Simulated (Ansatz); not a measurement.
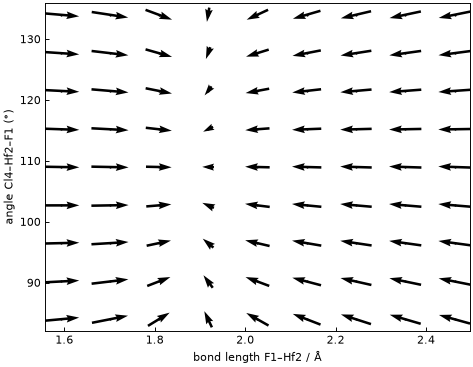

BrCl₂FHf, SMILES [F][Hf]([Cl])([Cl])[Br]. 
- The first coordinate is: bond length F1–Hf2; the second: angle Cl4–Hf2–F1.
- Nothing is relaxed (all other coordinates rigid).
- Grid: 9 × 9 points.
- The calculation used RHF-MP2, frozen core/def2-SVP in Ansatz.

Drawn: dots at the grid points, arrows along the force (downhill), their lengths compressed.

### The arrows alone are given. Where is the energy lowest?

The arrows converge at about bond length F1–Hf2 = 1.895 Å, angle Cl4–Hf2–F1 = 109° (read from the interpolated surface).

The energy map of the same scan:

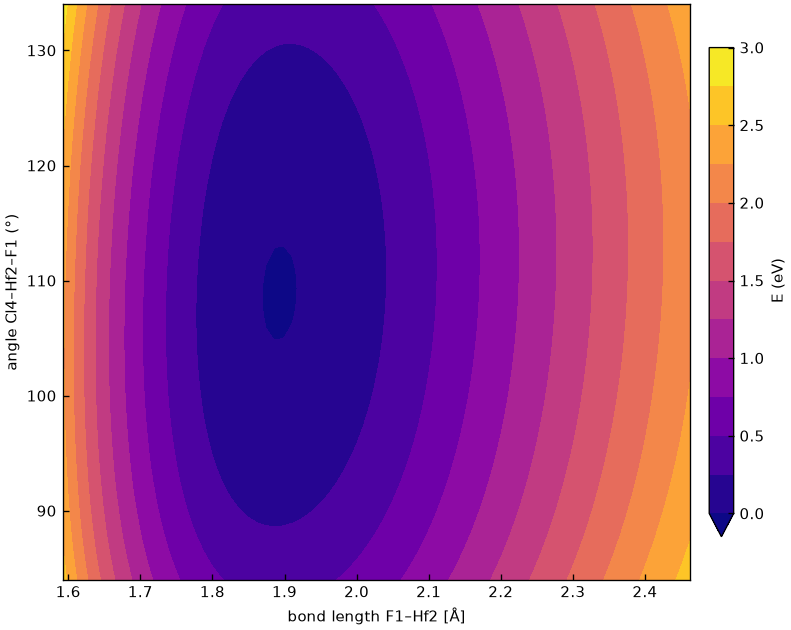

Energies are in eV, from the lowest grid point; between grid points the surface is interpolated.
